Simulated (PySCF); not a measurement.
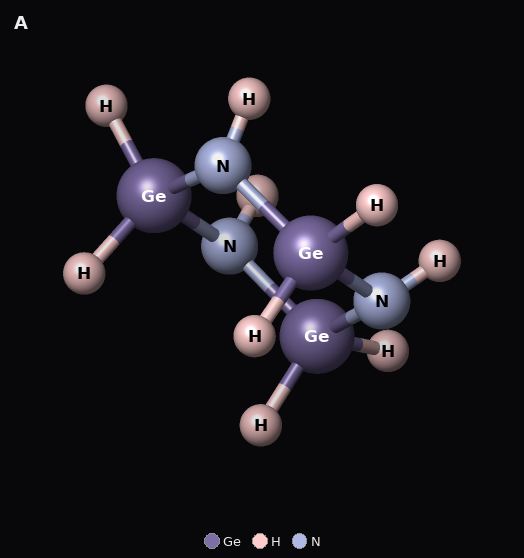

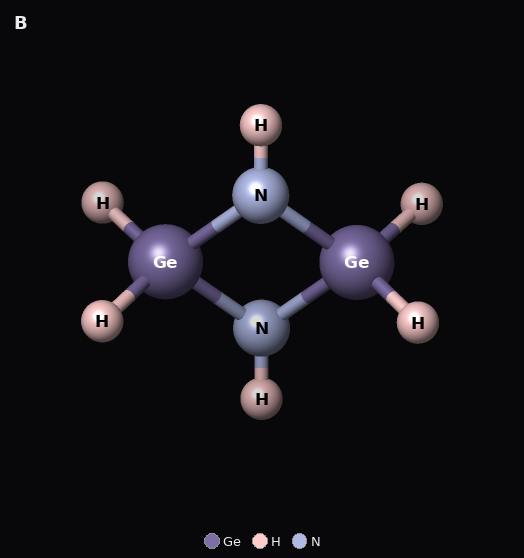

Two related species, optimised with PBE0-D3(BJ)/def2-SVP; properties computed with PySCF 2.14.0. Both: charge 0, singlet.

> What are A and B?

A is cyclo-(H2GeNH)3, B is cyclo-(H2GeNH)2.

Compare them. With CAM-B3LYP/def2-SVPD: dipole moment (D), HOMO–LUMO gap (eV), HOMO energy (Kohn–Sham orbital) (eV), lowest vertical singlet excitation (eV), mean static polarisability (bohr³).

```tsv
quantity	A	B
dipole moment (D)	2.26	0.06
HOMO–LUMO gap (eV)	9.03	8.59
HOMO energy (Kohn–Sham orbital) (eV)	−8.33	−8.20
lowest vertical singlet excitation (eV)	5.97	5.24
mean static polarisability (bohr³)	105.9	72.0
```

Each is one conformer, and no frequency run is at hand to confirm it as a minimum.
